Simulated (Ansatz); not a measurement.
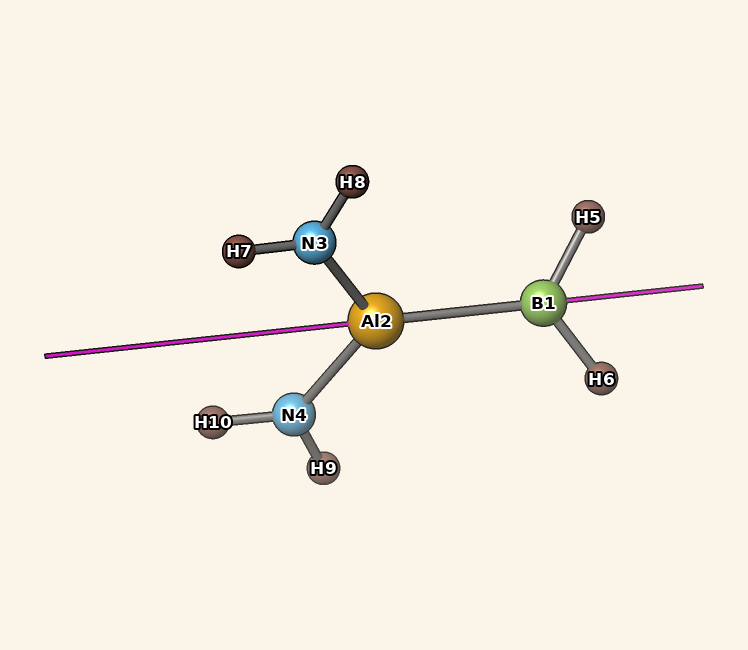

A line through the centre of mass is drawn in. Depth is shown by fading: the farther an atom, the more it takes the colour of the background. The computed structure is the end point of a PBE0-D4/def2-TZVP optimisation.

Is the line a proper rotation axis of the structure, and of what order?

Yes, a C2 axis. A turn by 180° leaves B1, Al2 in place and moves N3 ↔ N4; H5 ↔ H6; H7 ↔ H10; H8 ↔ H9. The point group is C2.
